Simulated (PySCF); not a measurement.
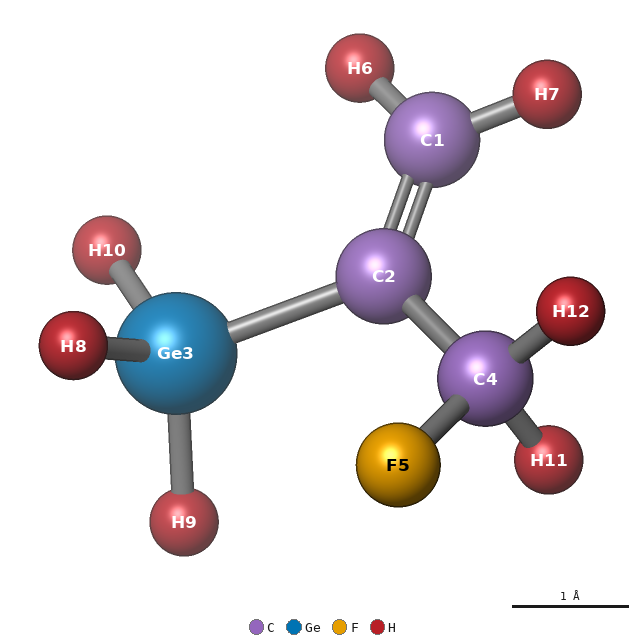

Orthographic view. Distant atoms are faded towards the background colour. Computed geometry: PBE0-D3(BJ)/def2-SVP optimisation. No frequency run is at hand to confirm it as a minimum.

Give the geometry as a Z-matrix, atoms in numerical order, with these reference atoms: 2 to 1; 3 to 2, 1; 4 to 2, 1, 3; 5 to 4, 2, 1; 6 to 1, 2, 4; 7 to 1, 6, 2; 8 to 3, 2, 1; 9 to 3, 8, 2; 10 to 3, 8, 9; 11 to 4, 5, 2; 12 to 4, 11, 5.

```
C  
C    1   1.337
Ge   2   1.955   1   121.4
C    2   1.497   1   122.1   3   179.3
F    4   1.377   2   110.6   1   150.0
H    1   1.094   2   122.0   4   176.7
H    1   1.098   6   116.3   2   179.4
H    3   1.537   2   110.9   1  -107.6
H    3   1.539   8   109.2   2   121.5
H    3   1.540   8   109.4   9   120.3
H    4   1.105   5   107.6   2  -120.2
H    4   1.104  11   108.2   5   117.1
```
